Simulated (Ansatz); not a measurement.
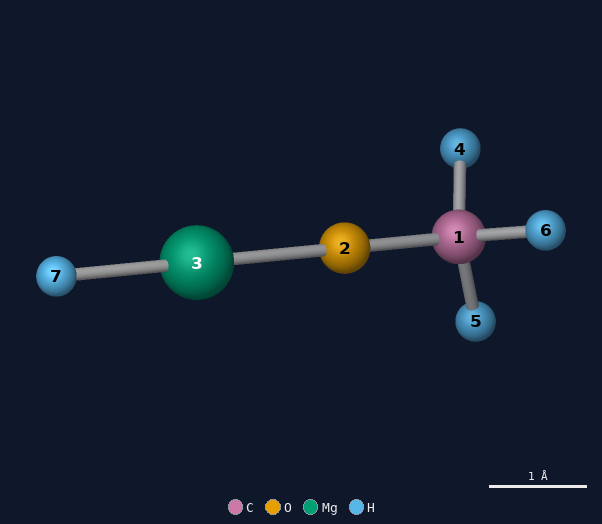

Computed geometry: PBE-D4/def2-SVP optimisation. No frequency run is at hand to confirm it as a minimum.

**How are the neighbours of atom 3 arranged?**

Mg3 has 2 neighbours (O2 at 1.79, H7 at 1.70 Å); the arrangement is linear.

**Describe the coordination of atom 1.**

C1 has 4 neighbours (O2 at 1.38, H4 at 1.12, H5 at 1.12, H6 at 1.12 Å); the arrangement is tetrahedral.

**What is the geometry at O2?**

O2 has 2 neighbours (C1 at 1.38, Mg3 at 1.79 Å); the arrangement is linear.
